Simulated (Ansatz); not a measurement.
TaC (rock salt)

```
CELL_PARAMETERS angstrom
      0.00000     2.23794     2.23794
      2.23794     0.00000     2.23794
      2.23794     2.23794     0.00000
ATOMIC_POSITIONS crystal
  C  0.00000 0.00000 0.00000
  Ta 0.50000 0.50000 0.50000
```

Equation-of-state scan: isotropic scaling of the cell above, V₀ being its volume. Symmetry pins the atoms to their sites.

Level of theory: PBE (plane waves to 420 eV, PAW, scalar-relativistic; Ansatz, a quantum-chemistry and plane-wave program). k mesh 18×18×18 (Γ-centred), Fermi-Dirac smearing 0.05 eV. E stands for the smeared free energy. Spin-orbit coupling is left out, though Ta is heavy. TaC is run without spin polarisation. TaC was relaxed with its symmetry unable to fall. The PAW data are Ansatz's earlier set. The zero of ΔE is the relaxed starting cell.

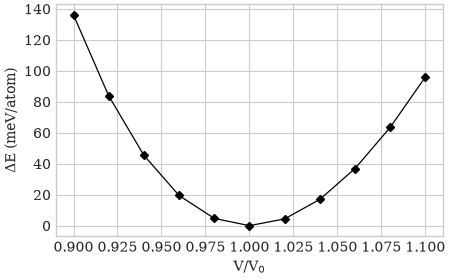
Figure. ΔE (meV/atom) against V/V₀; one marker a computed point.

Question: What is ΔE at V/V₀ = 1.100?

Answer: About 96 meV/atom.

Question: What is ΔE at V/V₀ = 0.900?

Answer: About 140 meV/atom.

Question: What bulk modulus B₀ follows from a third-order Birch-Murnaghan fit?

Answer: About 320 GPa.

(A scan under strain: stresses follow from slopes of the energy per volume, elastic moduli from its curvatures.)
